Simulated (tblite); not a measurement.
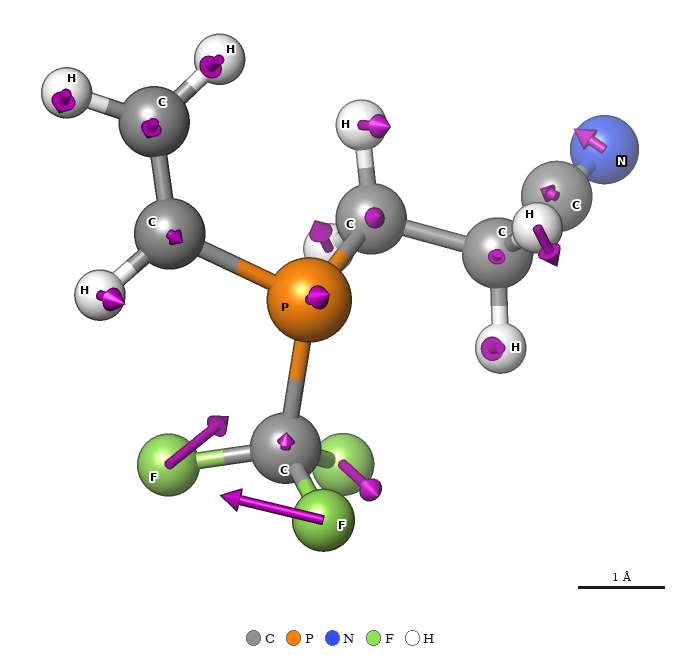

This is a relaxation of C6H7F3NP. The starting structure is drawn; purple arrows show the displacements, at their true length. The two geometries are superimposed by the best rigid fit.

Style: ball-and-stick. Shown at a tilt.

The calculation used GFN2-xTB geometry optimisation, gas phase (tblite). 

**Which element moves most?**

Fluorine: up to 1.25 Å, against 0.61 Å for hydrogen.

**Describe the change and its energy.**

An F atom moves most after the best rigid fit: 1.25 Å. Largest moves by element: F 1.25 Å, H 0.61 Å, N 0.45 Å, P 0.44 Å, C 0.31 Å. Among the contacts that change: C–F 1.401 → 1.343 Å, C–P 1.854 → 1.896 Å, C–F 1.380 → 1.342 Å, C–H 1.104 → 1.078 Å. Among the angles between lasting bonds that change: C–P–C 109.1° → 93.4°, C–P–C 105.8° → 97.0°, P–C–C 104.7° → 111.7°. Groups turn about C–P by about 55°. The energy falls by 0.834 eV in 169 geometry steps.
